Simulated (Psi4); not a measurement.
# PBE/aug-cc-pVDZ run of SiH2F2 (SMILES F[SiH2]F)

What is the vertical ionisation energy of SiH2F2 at PBE/aug-cc-pVDZ? The job is set up through a Python script.

The calculation is run with Psi4 1.11.

### Step 1. Starting point

SiH2F2: 5 atoms, total charge 0, spin state singlet. As SMILES, `F[SiH2]F`. Geometry: relaxed at PBE0-D4/def2-TZVP.

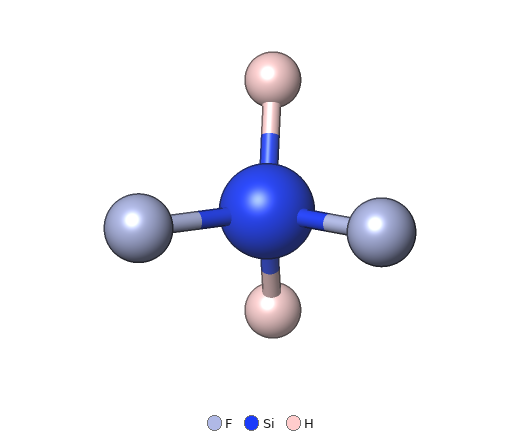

The structure, seen from a chosen angle (fluorine light blue, silicon blue, hydrogen pink).

### Step 2. The energy at PBE/aug-cc-pVDZ

Contents of f2h2si.xyz:

```xyz
5
F2H2Si
F     -1.079010     0.538200     0.980720
Si    -0.005220    -0.000540    -0.054090
F      1.247630    -0.520590     0.766910
H     -0.590470    -1.138740    -0.786300
H      0.427070     1.121680    -0.907250
```

Contents of job.py:

```python
import psi4

psi4.set_memory('2200 MB')
psi4.set_num_threads(1)
psi4.set_output_file('output.dat', False)

with open('f2h2si.xyz') as f:
    atoms = ''.join(f.readlines()[2:])
molecule = psi4.geometry('0 1\n' + atoms + 'symmetry c1')

psi4.set_options({
    'basis': 'aug-cc-pVDZ',
    'reference': 'rks',
    'puream': True,
    'e_convergence': 1e-09,
    'd_convergence': 1e-08,
    'scf_type': 'pk',
    'dft_radial_points': 99,
    'dft_spherical_points': 590,
})

e_tot = psi4.energy("pbe", molecule=molecule)
print(f'total energy {e_tot:.8f} hartree = {e_tot * 27.211386:.5f} eV')
```

Run with:

```bash
python job.py
```

output.dat:

```text
[...]
  Running in c1 symmetry.
[...]
  Nuclear repulsion =  118.741930693433218
[...]
  Multiplicity = 1
[...]
  Nalpha       = 17
  Nbeta        = 17
[...]
    Number of basis functions: 91
[...]
   @RKS iter   1:  -490.05041239134601   -2.63332e-01   6.12303e-03 DIIS/ADIIS
[...]
   @RKS iter  10:  -490.16091091697507   -3.12639e-11   5.97826e-09 DIIS
[...]
    Orbital Energies [Eh]
    ---------------------
    Doubly Occupied:
       1A    -65.520762     2A    -24.294145     3A    -24.294138
       4A     -5.144545     5A     -3.558991     6A     -3.556409
       7A     -3.552972     8A     -1.120941     9A     -1.102748
      10A     -0.531366    11A     -0.449149    12A     -0.430534
      13A     -0.425145    14A     -0.383727    15A     -0.373979
      16A     -0.370974    17A     -0.308318
[...]
  @RKS Final Energy:  -490.16091091697507
   => Energetics <=
    Nuclear Repulsion Energy =            118.7419306934332184
    One-Electron Energy =                -916.9077985163989979
    Two-Electron Energy =                 350.2963710623317297
    DFT Exchange-Correlation Energy =     -42.2914141563410553
    Empirical Dispersion Energy =           0.0000000000000000
    VV10 Nonlocal Energy =                  0.0000000000000000
    Total Energy =                       -490.1609109169750695
[...]
 Multipole Moments:
 ------------------------------------------------------------------------------------
     Multipole            Electronic (a.u.)      Nuclear  (a.u.)        Total (a.u.)
 ------------------------------------------------------------------------------------
 L = 1.  Multiply by 2.5417464519 to convert [e a0] to [Debye]
 Dipole X            :          0.2575313           -0.3127915           -0.0552602
 Dipole Y            :          0.0269052           -0.0326621           -0.0057568
 Dipole Z            :          2.6692591           -3.2418887           -0.5726296
 Magnitude           :                                                    0.5753186
[...]
```

On the terminal:

```text
total energy -490.16091092 hartree = -13337.95775 eV
```

Wall time 18 s (1 thread of Intel Xeon Platinum 8259CL at 2.50GHz (Skylake/Cascade Lake), shared host); peak memory 1.1 GiB.

### Step 3. The doublet cation: energy and forces at UPBE/aug-cc-pVDZ

Contents of job.py:

```python
import psi4

psi4.set_memory('2200 MB')
psi4.set_num_threads(1)
psi4.core.set_output_file('f2h2si.out', False)

molecule = psi4.geometry("""
1 2
F     -1.079010     0.538200     0.980720
Si    -0.005220    -0.000540    -0.054090
F      1.247630    -0.520590     0.766910
H     -0.590470    -1.138740    -0.786300
H      0.427070     1.121680    -0.907250
symmetry c1
""")

psi4.set_options({
    'basis': 'aug-cc-pVDZ',
    'reference': 'uks',
    'puream': True,
    'e_convergence': 1e-09,
    'd_convergence': 1e-08,
    'scf_type': 'pk',
    'dft_radial_points': 99,
    'dft_spherical_points': 590,
    'maxiter': 100,
})

E, wfn = psi4.gradient("PBE", return_wfn=True)
psi4.oeprop(wfn, "MULLIKEN_CHARGES", "MAYER_INDICES", "DIPOLE", title="PBE")
print('gradient / Eh bohr^-1')
print(E.np.round(6))
print(f'energy = {wfn.energy():.10f} Eh')
for k, v in sorted(psi4.core.scalar_variables().items()):
    print(f'{k:45s} {v:18.10f}')
```

Run with:

```bash
python job.py
```

f2h2si.out:

```text
[...]
  Running in c1 symmetry.
[...]
  Nuclear repulsion =  118.741930693433218
[...]
  Multiplicity = 2
[...]
  Nalpha       = 17
  Nbeta        = 16
[...]
    Number of basis functions: 91
[...]
   @UKS iter   1:  -489.65003450829880    1.37046e-01   4.90911e-03 DIIS/ADIIS
[...]
   @UKS iter  13:  -489.71516094075457   -2.95586e-12   4.72780e-09 DIIS
[...]
   @S^2 Observed:                7.546939221E-01
[...]
  @UKS Final Energy:  -489.71516094075457
   => Energetics <=
    Nuclear Repulsion Energy =            118.7419306934332184
    One-Electron Energy =                -907.1197741169423807
    Two-Electron Energy =                 340.5788080150450696
    DFT Exchange-Correlation Energy =     -41.9161255322904935
    Empirical Dispersion Energy =           0.0000000000000000
    VV10 Nonlocal Energy =                  0.0000000000000000
    Total Energy =                       -489.7151609407545720
[...]
  -Total Gradient:
     Atom            X                  Y                   Z
    ------   -----------------  -----------------  -----------------
       1        0.022684546377    -0.010806004898    -0.011111757606
       2       -0.002506864738    -0.000258835483    -0.025938912972
       3       -0.024406048721     0.010623837964    -0.006780401024
       4        0.011971118695     0.022118257570     0.020738907017
       5       -0.007743636973    -0.021677345218     0.023083064973
[...]
 Multipole Moments:
 ------------------------------------------------------------------------------------
     Multipole            Electronic (a.u.)      Nuclear  (a.u.)        Total (a.u.)
 ------------------------------------------------------------------------------------
 L = 1.  Multiply by 2.5417464519 to convert [e a0] to [Debye]
 Dipole X            :          0.1482846           -0.3127915           -0.1645069
 Dipole Y            :          0.0154841           -0.0326621           -0.0171780
 Dipole Z            :          1.5369302           -3.2418887           -1.7049585
 Magnitude           :                                                    1.7129626
[...]
  Mulliken Charges: (a.u.)
   Center  Symbol    Alpha    Beta     Spin     Total
       1     F     4.75875  4.59307  0.16568 -0.35183
       2    SI     6.62278  6.48492  0.13786  0.89230
       3     F     4.75875  4.59307  0.16569 -0.35182
       4     H     0.42986  0.16447  0.26539  0.40567
       5     H     0.42985  0.16447  0.26538  0.40568
   Total alpha = 17.00000, Total beta = 16.00000, Total charge =  1.00000
  Mayer Bond Indices:
  Total Bond Index:
[...]
```

On the terminal:

```text
gradient / Eh bohr^-1
[[ 0.022685 -0.010806 -0.011112]
 [-0.002507 -0.000259 -0.025939]
 [-0.024406  0.010624 -0.00678 ]
 [ 0.011971  0.022118  0.020739]
 [-0.007744 -0.021677  0.023083]]
energy = -489.7151609408 Eh
CURRENT ENERGY                                   -489.7151609408
CURRENT REFERENCE ENERGY                         -489.7151609408
DD SOLVATION ENERGY                                 0.0000000000
DFT FUNCTIONAL TOTAL ENERGY                      -489.7151609408
DFT TOTAL ENERGY                                 -489.7151609408
DFT VV10 ENERGY                                     0.0000000000
DFT XC ENERGY                                     -41.9161255323
GRID ELECTRONS ALPHA                               16.9999977667
GRID ELECTRONS BETA                                15.9999981942
GRID ELECTRONS TOTAL                               32.9999959609
NUCLEAR REPULSION ENERGY                          118.7419306934
ONE-ELECTRON ENERGY                              -907.1197741169
PCM POLARIZATION ENERGY                             0.0000000000
PE ENERGY                                           0.0000000000
SCF ITERATION ENERGY                             -489.7151609408
SCF ITERATIONS                                     13.0000000000
SCF TOTAL ENERGY                                 -489.7151609408
TWO-ELECTRON ENERGY                               340.5788080150
XC GRID RADIAL POINTS                              99.0000000000
XC GRID SPHERICAL POINTS                          590.0000000000
XC GRID TOTAL POINTS                           283779.0000000000
```

Wall time 45 s (1 thread of Intel Xeon Platinum 8259CL at 2.50GHz (Skylake/Cascade Lake), shared host); peak memory 1.1 GiB.

### Step 4. What came out

At PBE/aug-cc-pVDZ:

```
                                          quantity          value
                      singlet SiH2F2: total energy  -490.16091 Eh
                     singlet SiH2F2: dipole moment         1.46 D
                       singlet SiH2F2: HOMO energy       -8.39 eV
                       singlet SiH2F2: LUMO energy       -0.84 eV
                     singlet SiH2F2: HOMO–LUMO gap        7.55 eV
                      doublet cation: total energy  -489.71516 Eh
doublet cation: HOMO energy (highest over α and β)      -17.07 eV
 doublet cation: LUMO energy (lowest over α and β)      -15.86 eV
                              doublet cation: ⟨S²⟩          0.755
          doublet cation: largest force on an atom     1.676 eV/Å
vertical ionisation energy (to the doublet cation)      12.129 eV
```

The vertical ionisation energy comes to 12.13 eV (1170 kJ/mol). −ε(HOMO) before ionisation, 8.39 eV, is 3.74 eV below this ionisation energy.
